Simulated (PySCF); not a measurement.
Vertical excitations of a molecule C2H5NO2Si from TDDFT-PBE/def2-SVPD (PySCF), as energy in eV (oscillator strength): 4.90 (0.005), 5.70 (0.005), 5.93 (0.008), 6.18 (0.005), 6.36 (0.079), 6.74 (0.008), 6.83 (0.012), 6.86 (0.032), 6.96 (0.029), 7.02 (0.011). Lowest triplet (TDA): 4.42 eV. The structure is a stationary point at B3LYP-D3(BJ)/def2-SVP. Other conformers were not sampled.

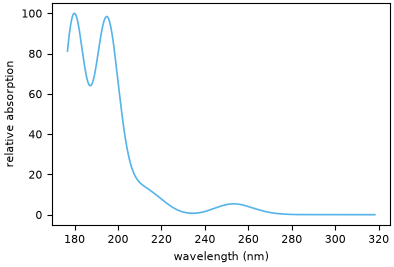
The lines broadened by 0.4 eV.

Problem. Identify the compound among the candidates.
(A) CN=C1O[SiH2]O1
(B) O[Si]1(O)C=NC1
(C) C1=N[SiH2]OCO1
(D) CO[Si@@H]1N=CO1

Solution. C, C1=N[SiH2]OCO1
